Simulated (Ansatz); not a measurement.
# AlClH₄N₂: ionisation energy by level of theory

Aim: the vertical ionisation energy of AlClH₄N₂, as cation minus neutral at the neutral's geometry, on several levels, and how well −ε(HOMO) stands in for it.

Computed with Ansatz 0.2.0, Gaussian basis. Level: unrestricted cation, the program's frozen cores in correlated methods.

Levels to be run: UKS PBE-D4/def2-TZVPP; UKS r2SCAN-D4/def2-TZVPP; UKS PBE0-D4/def2-TZVPP; UKS B3LYP-D4/def2-TZVPP; UKS wB97X-V/def2-TZVPP; UKS wB97M-V/def2-TZVPP; UKS B2PLYP/def2-TZVPP; UHF-CCSD(T)/def2-TZVPP; UHF-MP2/def2-QZVPP; extrapolation to the limit; then −ε(HOMO) from the neutral's earlier runs with LDA (SPW92), PBE-D4, revPBE-D4, BLYP-D4, r2SCAN-D4, B97M-V, PBE0-D4, B3LYP-D4, r2SCANh-D4, r2SCAN0-D4, HSE06-D4, BHLYP-D4, CAM-B3LYP-D4, LC-ωPBE, ωB97X-V, ωB97M-V.

**1. The geometry**

The geometry comes from an earlier relaxation with PBE0-D4 in a triple-zeta def2 set; it is a stationary point, not always the lowest conformer.

SMILES `[NH2][Al]([NH2])[Cl]`, 8 atoms, charge 0, spin multiplicity 1.

Atoms are counted from 1 here; the program's logs count them from 0.

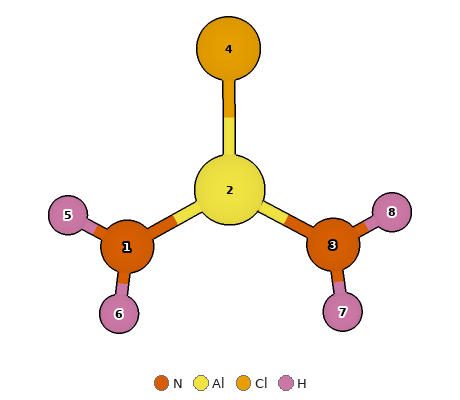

The structure; nitrogen orange, aluminium yellow, chlorine amber, hydrogen pink; atoms are numbered from 1 in the order of the file.

**2. Cation, UKS PBE-D4/def2-TZVPP**

in.yaml reads:

```yaml
crystal:
  periodic: [false, false, false]
  atoms:
    - {symbol: N, position_ang: [-0.490331, 1.487443, -0.172881]}
    - {symbol: Al, position_ang: [-0.217329, -0.236934, -0.376950]}
    - {symbol: N, position_ang: [0.829588, -1.184299, 0.670004]}
    - {symbol: Cl, position_ang: [-1.193692, -1.217166, -1.955114]}
    - {symbol: H, position_ang: [-1.089700, 2.030537, -0.771435]}
    - {symbol: H, position_ang: [-0.082640, 2.067595, 0.540633]}
    - {symbol: H, position_ang: [1.349833, -0.832960, 1.456005]}
    - {symbol: H, position_ang: [0.986471, -2.171416, 0.554037]}
basis:
  gaussian: {orbitals: def2-TZVPP}
total_charge: 1
magnetization: {spin_polarized: true, initial_magnetization: 1}
hamiltonian: {xc: pbe, dispersion: d4}
```

Launch:

```sh
> ansatz run in.yaml --threads 4 --pin off --events-out ev --progress --plain --max-ram 10444MiB
```

Standard output:

```text
Functional definition: PBE
  name "PBE"
  cite "Perdew, Burke & Ernzerhof, Phys. Rev. Lett. 77, 3865 (1996) doi:10.1103/PhysRevLett.77.3865"
  parent pbe
  parameter kappa = 0.804
  parameter beta = 0.06672455060314922
  exchange = pbe_x(kappa = kappa, mu = beta*pi^2/3)
  correlation = pbe_c(beta = beta)
1109 factors; their error is unknown
mean field evaluation 1: about -22113.8746 eV, gradient 9.4e1 eV
mean field evaluation 2: about -21945.2439 eV, gradient 1.7e2 eV
mean field evaluation 4: about -22143.7798 eV, gradient 3.4e1 eV
mean field evaluation 8: about -22148.5039 eV, gradient 1.2e1 eV
mean field evaluation 16: about -22149.3866 eV, gradient 1.7e-1 eV
mean field evaluation 32: about -22149.3871 eV, gradient 3.9e-4 eV
mean field evaluation 64: about -22148.0011 eV, gradient 5.4e0 eV
mean field -22149.38714168 eV, -813.9749640630 hartree, gradient 6.0e-6 eV, S^2 0.756586; 8 other end points of the search recorded, 0 dependent functions left out
reference -22149.38718102 eV, -813.9749655085 hartree; 24, 23 occupied and 178, 179 virtual orbitals, 1109 factors
Total energy: -22149.52426063 eV, -813.9800030912 hartree
```

It took 15 s on 4 threads of Arm Neoverse V1, shared host; peak memory 0.55 GiB.

Less the neutral's -22158.5781 eV (earlier run), this gives 9.054 eV. ⟨S²⟩ = 0.757.

**3. Cation, UKS r2SCAN-D4/def2-TZVPP**

Edit in.yaml of step 2 so:

```diff
@@ -15,2 +15,2 @@
 magnetization: {spin_polarized: true, initial_magnetization: 1}
-hamiltonian: {xc: pbe, dispersion: d4}
+hamiltonian: {xc: r2scan, dispersion: d4}
```

Same command.

Standard output, shortened:

```text
Functional definition: r2SCAN
  name "r2SCAN"
  cite "Furness, Kaplan, Ning, Perdew & Sun, J. Phys. Chem. Lett. 11, 8208 (2020) doi:10.1021/acs.jpclett.0c02405"
  cite "Furness, Kaplan, Ning, Perdew & Sun, J. Phys. Chem. Lett. 11, 9248 (2020) doi:10.1021/acs.jpclett.0c03077"
  parent r2scan
[...]
1109 factors; their error is unknown
[...]
mean field -22158.75964210 eV, -814.3193971004 hartree, gradient 1.4e-5 eV, S^2 0.766086; 7 other end points of the search recorded, 0 dependent functions left out
reference -22158.75965544 eV, -814.3193975906 hartree; 24, 23 occupied and 178, 179 virtual orbitals, 1109 factors
Total energy: -22158.79246802 eV, -814.3206034308 hartree
```

It took 17 s on 4 threads of Arm Neoverse V1, shared host; peak memory 0.55 GiB.

Less the neutral's -22167.9413 eV (earlier run), this gives 9.149 eV. ⟨S²⟩ = 0.766.

**4. Cation, UKS PBE0-D4/def2-TZVPP**

Edit in.yaml of step 3 so:

```diff
@@ -15,2 +15,2 @@
 magnetization: {spin_polarized: true, initial_magnetization: 1}
-hamiltonian: {xc: r2scan, dispersion: d4}
+hamiltonian: {xc: pbe0, dispersion: d4}
```

The command is unchanged.

Standard output:

```text
Functional definition: PBE0
  name "PBE0"
  cite "Adamo & Barone, J. Chem. Phys. 110, 6158 (1999) doi:10.1063/1.478522"
  cite "Perdew, Burke & Ernzerhof, Phys. Rev. Lett. 77, 3865 (1996) doi:10.1103/PhysRevLett.77.3865"
  parent pbe
  parameter a = 0.25
  parameter kappa = 0.804
  parameter beta = 0.06672455060314922
  exchange = (1 - a)*pbe_x(kappa = kappa, mu = beta*pi^2/3) + a*exact_x
  correlation = pbe_c(beta = beta)
1171 factors; their error is unknown
mean field evaluation 1: about -22125.4216 eV, gradient 7.9e1 eV
mean field evaluation 2: about -22045.6414 eV, gradient 1.3e2 eV
mean field evaluation 4: about -22147.8645 eV, gradient 2.4e1 eV
mean field evaluation 8: about -22150.8945 eV, gradient 5.9e-1 eV
mean field evaluation 16: about -22150.9431 eV, gradient 3.1e-3 eV
mean field evaluation 32: about -22150.5837 eV, gradient 1.1e0 eV
mean field -22150.94313981 eV, -814.0321459393 hartree, gradient 1.8e-5 eV, S^2 0.771561; 4 other end points of the search recorded, 0 dependent functions left out
reference -22150.94316883 eV, -814.0321470061 hartree; 24, 23 occupied and 178, 179 virtual orbitals, 1171 factors
Total energy: -22151.06006831 eV, -814.0364429826 hartree
```

Run time: 6 s. Hardware: 4 threads of Arm Neoverse V1, shared host; peak memory 0.58 GiB.

Less the neutral's -22160.4321 eV (earlier run), this gives 9.372 eV. ⟨S²⟩ = 0.772.

**5. Cation, UKS B3LYP-D4/def2-TZVPP**

Edit in.yaml of step 4 so:

```diff
@@ -15,2 +15,2 @@
 magnetization: {spin_polarized: true, initial_magnetization: 1}
-hamiltonian: {xc: pbe0, dispersion: d4}
+hamiltonian: {xc: {name: B3LYP}, dispersion: d4}
```

Launched as before.

Standard output, shortened:

```text
Functional definition: B3LYP
  name "B3LYP"
  cite "Stephens, Devlin, Chabalowski & Frisch, J. Phys. Chem. 98, 11623 (1994) doi:10.1021/j100096a001"
  cite "Becke, Phys. Rev. A 38, 3098 (1988) doi:10.1103/PhysRevA.38.3098"
  cite "Lee, Yang & Parr, Phys. Rev. B 37, 785 (1988) doi:10.1103/PhysRevB.37.785"
  cite "Vosko, Wilk & Nusair, Can. J. Phys. 58, 1200 (1980) doi:10.1139/p80-159"
[...]
1152 factors; their error is unknown
[...]
mean field -22162.85851753 eV, -814.4700279941 hartree, gradient 2.1e-5 eV, S^2 0.767046; 4 other end points of the search recorded, 0 dependent functions left out
reference -22162.85876218 eV, -814.4700369848 hartree; 24, 23 occupied and 178, 179 virtual orbitals, 1152 factors
Total energy: -22163.08112826 eV, -814.4782087876 hartree
```

Wall time 9.5 s (4 threads of Arm Neoverse V1, shared host); peak memory 0.6 GiB.

The neutral molecule at this level: -22172.4530 eV. Difference: 9.372 eV. ⟨S²⟩ = 0.767.

**6. Cation, UKS wB97X-V/def2-TZVPP**

Edit in.yaml of step 5 so:

```diff
@@ -15,2 +15,2 @@
 magnetization: {spin_polarized: true, initial_magnetization: 1}
-hamiltonian: {xc: {name: B3LYP}, dispersion: d4}
+hamiltonian: {xc: {name: wB97X-V}}
```

Same command.

Standard output, shortened:

```text
Functional definition: wB97X-V
  name "wB97X-V"
  cite "Mardirossian & Head-Gordon, Phys. Chem. Chem. Phys. 16, 9904 (2014) doi:10.1039/C3CP54374A"
  cite "Becke, J. Chem. Phys. 107, 8554 (1997) doi:10.1063/1.475007"
  cite "Vydrov & Van Voorhis, J. Chem. Phys. 133, 244103 (2010) doi:10.1063/1.3521275"
[...]
      + integral(e_c_pw_opposite_spin*poly(b97_u_opposite, cos0, cos1)) + vv10(b, c)
1144 factors; their error is unknown
246 factors; integrals over basis functions are off by at most 3.9e-5 eV
[...]
mean field -22157.37071031 eV, -814.2683547985 hartree, gradient 2.1e-5 eV, S^2 0.777186; 2 other end points of the search recorded, 0 dependent functions left out
reference -22157.37070870 eV, -814.2683547393 hartree; 24, 23 occupied and 178, 179 virtual orbitals, 1144 factors
Total energy: -22157.37070870 eV, -814.2683547393 hartree
```

Wall time 27 s (4 threads of Arm Neoverse V1, shared host); peak memory 0.99 GiB.

The neutral molecule at this level: -22167.1379 eV. Difference: 9.767 eV. ⟨S²⟩ = 0.777.

**7. Cation, UKS wB97M-V/def2-TZVPP**

Edit in.yaml of step 6 so:

```diff
@@ -15,2 +15,2 @@
 magnetization: {spin_polarized: true, initial_magnetization: 1}
-hamiltonian: {xc: {name: wB97X-V}}
+hamiltonian: {xc: {name: wB97M-V}}
```

Same command.

Standard output, shortened:

```text
Functional definition: wB97M-V
  name "wB97M-V"
  cite "Mardirossian & Head-Gordon, J. Chem. Phys. 144, 214110 (2016) doi:10.1063/1.4952647"
  cite "Becke, J. Chem. Phys. 107, 8554 (1997) doi:10.1063/1.475007"
  cite "Vydrov & Van Voorhis, J. Chem. Phys. 133, 244103 (2010) doi:10.1063/1.3521275"
  # Of w^i u^j: cxij and so on, Table III.
[...]
  gx(w, u) = 1 - cx + cx01*u + cx10*w
  gss(w, u) = css00 + css04*u^4 + css10*w + css20*w^2 + css43*w^4*u^3
  gos(w, u) = cos00 + cos10*w + (cos20 + cos21*u)*w^2 + (cos60 + cos61*u)*w^6
[...]
      + integral(e_c_pw_mod_opposite_spin*gos(b97_w_opposite, b97_u_opposite)) + vv10(b, c)
1128 factors; their error is unknown
246 factors; integrals over basis functions are off by at most 3.9e-5 eV
[...]
mean field -22159.16320195 eV, -814.3342276516 hartree, gradient 1.4e-5 eV, S^2 0.774312; 2 other end points of the search recorded, 0 dependent functions left out
reference -22159.16324809 eV, -814.3342293468 hartree; 24, 23 occupied and 178, 179 virtual orbitals, 1128 factors
Total energy: -22159.16324809 eV, -814.3342293468 hartree
```

Wall time 33 s (4 threads of Arm Neoverse V1, shared host); peak memory 1 GiB.

The neutral molecule at this level: -22168.8940 eV. Difference: 9.731 eV. ⟨S²⟩ = 0.774.

**8. Cation, UKS B2PLYP (frozen core)/def2-TZVPP**

Edit in.yaml of step 7 so:

```diff
@@ -15,2 +15,2 @@
 magnetization: {spin_polarized: true, initial_magnetization: 1}
-hamiltonian: {xc: {name: wB97M-V}}
+hamiltonian: {xc: {name: B2PLYP}}
```

Same command.

Standard output, shortened:

```text
Functional definition: B2PLYP
  name "B2PLYP"
  cite "Grimme, J. Chem. Phys. 124, 034108 (2006) doi:10.1063/1.2148954"
  cite "Becke, Phys. Rev. A 38, 3098 (1988) doi:10.1103/PhysRevA.38.3098"
  cite "Lee, Yang & Parr, Phys. Rev. B 37, 785 (1988) doi:10.1103/PhysRevB.37.785"
[...]
1192 factors; integrals over basis functions are off by at most 8.5e-4 eV
[...]
mean field -22146.68015858 eV, -813.8754842689 hartree, gradient 6.7e-6 eV, S^2 0.801728; 4 other end points of the search recorded, 0 dependent functions left out
12 core orbitals not correlated: weight in the atoms' cores, before any rotation towards them, 1.000 or more for the frozen orbitals, at most 0.000 for the correlated occupied ones
reference -22146.68031126 eV, -813.8754898797 hartree; 12, 11 occupied and 178, 179 virtual orbitals, 1192 factors
second order -21.94388654 eV of doubles, -0.00000000 eV of singles
Total energy: -22152.60516063 eV, -814.0932240779 hartree
```

Run time: 16 s. Hardware: 4 threads of Arm Neoverse V1, shared host; peak memory 0.68 GiB.

Less the neutral's -22162.1236 eV (earlier run), this gives 9.518 eV. ⟨S²⟩ = 0.802.

**9. Cation, UHF-CCSD(T)/def2-TZVPP**

Edit in.yaml of step 8 so:

```diff
@@ -15,2 +15,3 @@
 magnetization: {spin_polarized: true, initial_magnetization: 1}
-hamiltonian: {xc: {name: B2PLYP}}
+correlation: {method: ccsd_t}
+scf: {omitted_lower_state_checks: [cluster_reference]}
```

Same command.

Standard output, shortened:

```text
Functional definition: HF
  name "HF"
  cite "Fock, Z. Phys. 61, 126 (1930) doi:10.1007/BF01340294"
  parent pbe
[...]
1192 factors; integrals over basis functions are off by at most 8.5e-4 eV
[...]
mean field -22111.10372008 eV, -812.5680742684 hartree, gradient 1.5e-6 eV, S^2 0.759561; 8 other end points of the search recorded, 0 dependent functions left out
12 core orbitals not correlated: weight in the atoms' cores, before any rotation towards them, 1.000 or more for the frozen orbitals, at most 0.000 for the correlated occupied ones
reference -22111.10372008 eV, -812.5680742684 hartree; 12, 11 occupied and 178, 179 virtual orbitals, 1192 factors
second order -17.31872932 eV of doubles, -0.00000000 eV of singles
cycle   1  -18.02024540 eV  change   -7.0e-1 eV  update   8.5e-2
[...]
cycle  16  -18.54782298 eV  change    1.8e-5 eV  update   1.3e-5
perturbative correction -0.74266816 eV, -0.0272925514 hartree
Total energy: -22130.39421121 eV, -813.2769867422 hartree
Checks for a lower state left out: cluster_reference
```

Wall time 3.2 min (4 threads of Arm Neoverse V1, shared host); peak memory 6.2 GiB.

Less the neutral's -22140.2132 eV (earlier run), this gives 9.819 eV. ⟨S²⟩ = 0.760. T1 = 0.052 (report).

**10. Cation, UHF-MP2/def2-QZVPP**

Edit in.yaml of step 9 so:

```diff
@@ -12,6 +12,6 @@
 basis:
-  gaussian: {orbitals: def2-TZVPP}
+  gaussian: {orbitals: "def2-QZVPP.json"}
 total_charge: 1
 magnetization: {spin_polarized: true, initial_magnetization: 1}
-correlation: {method: ccsd_t}
+correlation: {method: mp2}
 scf: {omitted_lower_state_checks: [cluster_reference]}
```

The command is unchanged.

Standard output, shortened:

```text
Functional definition: HF
  name "HF"
  cite "Fock, Z. Phys. 61, 126 (1930) doi:10.1007/BF01340294"
  parent pbe
[...]
2215 factors; integrals over basis functions are off by at most 1.0e-3 eV
[...]
mean field -22111.79108636 eV, -812.5933345135 hartree, gradient 4.1e-6 eV, S^2 0.759639; 6 other end points of the search recorded, 0 dependent functions left out
12 core orbitals not correlated: weight in the atoms' cores, before any rotation towards them, 1.000 or more for the frozen orbitals, at most 0.000 for the correlated occupied ones
reference -22111.79108636 eV, -812.5933345135 hartree; 12, 11 occupied and 350, 351 virtual orbitals, 2215 factors
second order -18.77502695 eV of doubles, -0.00000000 eV of singles
Total energy: -22130.56611331 eV, -813.2833040278 hartree
Checks for a lower state left out: cluster_reference
```

It took 61 s on 4 threads of Arm Neoverse V1, shared host; peak memory 1.6 GiB.

The neutral molecule at this level: -22140.8073 eV. Difference: 10.241 eV. ⟨S²⟩ = 0.760.

**11. The basis-set limit**

This step is arithmetic on the last runs, with X = 3 and 4: exp(−7.88√X) for Hartree-Fock, X^−2.97 for correlation; only MP2 was run in the larger set, so CCSD(T) minus MP2 is added from the smaller one.

```csv
level,energy at the limit (eV)
HF,-22111.8858
MP2,-22131.7395
CCSD,-22132.9686
CCSD(T),-22133.7113
```

The neutral's limit, from its own earlier runs, is -22143.7418 eV in the additive form (MP2 limit plus CCSD(T) minus MP2 in triple zeta), in which the cation has -22133.7113 eV.

**12. The ladder**

Differences are taken before rounding.

```
            method  ionisation energy (eV)  from CCSD(T)/CBS (eV)     time
            PBE-D4                    9.05                  -0.98     16 s
         r2SCAN-D4                    9.15                  -0.88     20 s
           PBE0-D4                    9.37                  -0.66    7.9 s
          B3LYP-D4                    9.37                  -0.66     12 s
           ωB97X-V                    9.77                  -0.26     32 s
           ωB97M-V                    9.73                  -0.30     41 s
            B2PLYP                    9.52                  -0.51     19 s
     HF/def2-TZVPP                    8.57                  -1.46         
    MP2/def2-TZVPP                   10.11                  +0.08         
   CCSD/def2-TZVPP                    9.81                  -0.23         
CCSD(T)/def2-TZVPP                    9.82                  -0.21  3.9 min
       CCSD(T)/CBS                   10.03                      0    5 min
```

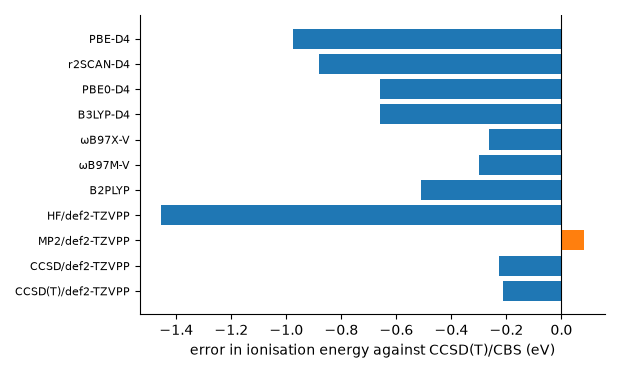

Error of each method against CCSD(T)/CBS.

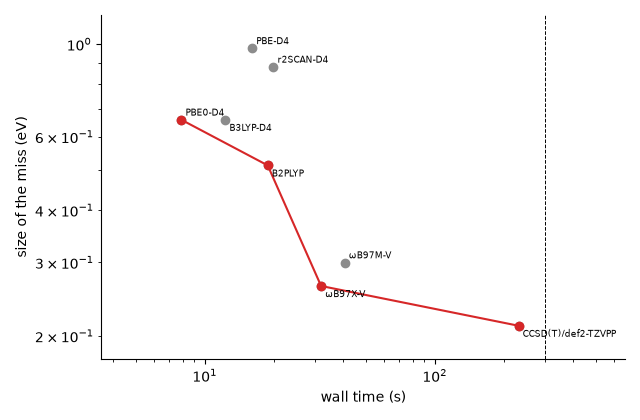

Accuracy for the time spent; red marks the levels that beat every quicker one drawn (of those quicker than the yardstick), and the dashed line is the time of CCSD(T)/CBS. Times are from a shared host.

Times add the cation's run and the neutral's; HF, MP2 and CCSD come out of the CCSD(T) runs.

For comparison, −ε(HOMO) of the neutral from earlier runs:

| functional | −ε(HOMO) (eV) | by energy difference (eV) |
| --- | --- | --- |
| LDA (SPW92) | 6.01 |  |
| PBE-D4 | 5.83 | 9.05 |
| revPBE-D4 | 5.76 |  |
| BLYP-D4 | 5.69 |  |
| r2SCAN-D4 | 6.14 | 9.15 |
| B97M-V | 6.17 |  |
| PBE0-D4 | 7.26 | 9.37 |
| B3LYP-D4 | 7.01 | 9.37 |
| r2SCANh-D4 | 6.67 |  |
| r2SCAN0-D4 | 7.48 |  |
| HSE06-D4 | 6.85 |  |
| BHLYP-D4 | 8.60 |  |
| CAM-B3LYP-D4 | 8.72 |  |
| LC-ωPBE | 10.18 |  |
| ωB97X-V | 9.76 | 9.77 |
| ωB97M-V | 9.65 | 9.73 |

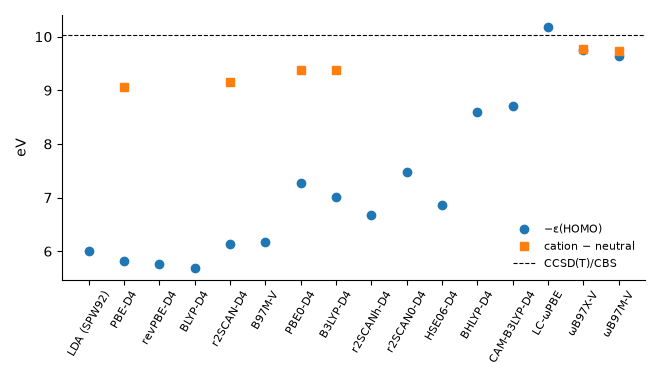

Orbital estimates and energy differences by functional.

**13. Outcome**

```
                        quantity               value
  ionisation energy, CCSD(T)/CBS            10.03 eV
nearest functional by difference  ωB97X-V (-0.26 eV)
                nearest −ε(HOMO)  LC-ωPBE (+0.15 eV)
                 −ε(HOMO) of PBE             5.83 eV
                T1 of the cation               0.052
```

In words: Energy differences with functionals land within 0.98 eV of the reference. −ε(HOMO) of PBE misses by 4.2 eV, since self-interaction lifts the level. Among orbital estimates LC-ωPBE comes nearest. Hartree-Fock falls 1.46 eV short, as the neutral has more correlation energy than the cation. The cation's T1 (from the report) is 0.052, above the customary mark of 0.045 for open shells, so the coupled-cluster value is less safe.

For cost: CCSD(T)/def2-TZVPP gets within 0.21 eV in 3.9 min, where CCSD(T)/CBS took 5 min; the quickest level in the cost chart, PBE0-D4, takes 7.9 s and misses by 0.66 eV.
